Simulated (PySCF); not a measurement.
**C2H11AsSSi2: density, localisation and related maps**

```xyz
17

C     1.8342    1.2824   -1.4334
S     0.8810   -0.1940   -1.8857
Si   -0.1234   -0.5198    0.0350
C    -0.8903   -2.2572   -0.1650
Si   -1.7710    1.1346    0.3377
As    1.5447   -0.7145    1.7143
H     2.4714    1.5232   -2.2779
H     1.1594    2.1104   -1.2317
H     2.4502    1.0704   -0.5585
H    -1.4269   -2.5254    0.7414
H    -0.1215   -3.0080   -0.3344
H    -1.5857   -2.3053   -0.9966
H    -1.1425    2.4390    0.5923
H    -2.6793    1.3103   -0.7964
H    -2.5772    0.8147    1.5194
H     1.5011    0.7624    1.9915
H     0.4687   -0.9110    2.7382
```

Geometry: GFN2-xTB.

Level of theory: wB97X-D/def2-SVPD, SCF density, gas phase in PySCF.

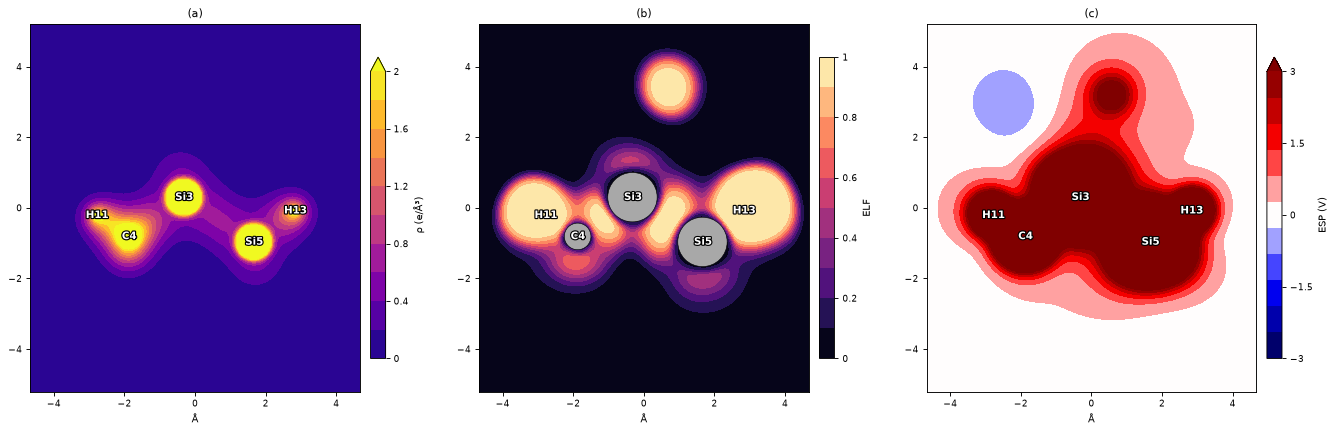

Figure 1. (a) electron density; (b) electron localisation function; (c) electrostatic potential on the plane of atoms Si3, C4 and H11. Grey discs cover the atomic cores in the ELF map.

> Read the bonding off the picture.

Atoms in the plane: Si, C and H. C–Si (1.91 Å): the density is about 0.91 e/Å³ at the midpoint; the ELF peaks at about 0.95 between the atoms, as expected for localised, covalent bonding. Si–Si (2.35 Å): ρ at the midpoint is about 0.64 e/Å³; the ELF peaks at about 1 between the atoms: localised, covalent bonding. C–H (1.09 Å): the density is about 1.9 e/Å³ at the midpoint; the ELF climbs to about 1 towards the hydrogen, as it does in any bond to H (a covalent bond by its length). Si–H (1.47 Å): the density is about 0.78 e/Å³ at the midpoint; the ELF climbs to about 1 towards the hydrogen. Outside the dense part of the molecule the potential is most negative (−0.4 V) near As6, which lies off the plane.

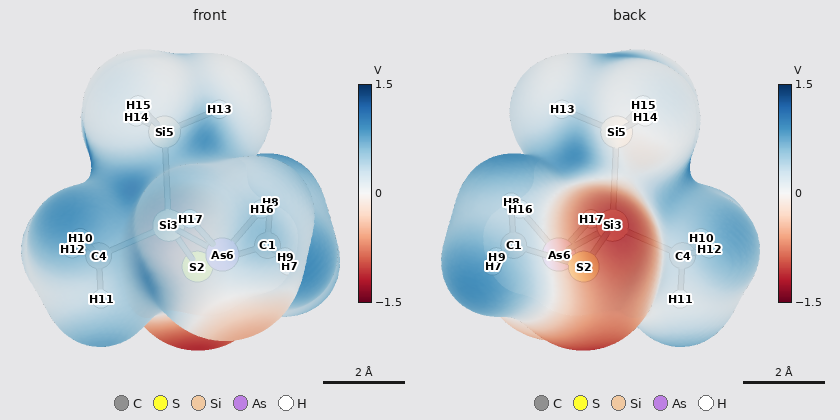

Figure 2. The molecular electrostatic potential painted on the density surface at 0.002 e/bohr³, seen from the front and from behind; the colour scale runs from red (negative) to blue (positive).

> Where is the surface potential most negative and most positive?

The most negative region (about −1.1 V, or −25 kcal/mol for a unit charge) lies over S2, the most positive (about +1.0 V, or +23 kcal/mol for a unit charge) over Si3, Si5 and H9.

> How polar is the molecule by this calculation?

Its dipole moment is 1.14 D.
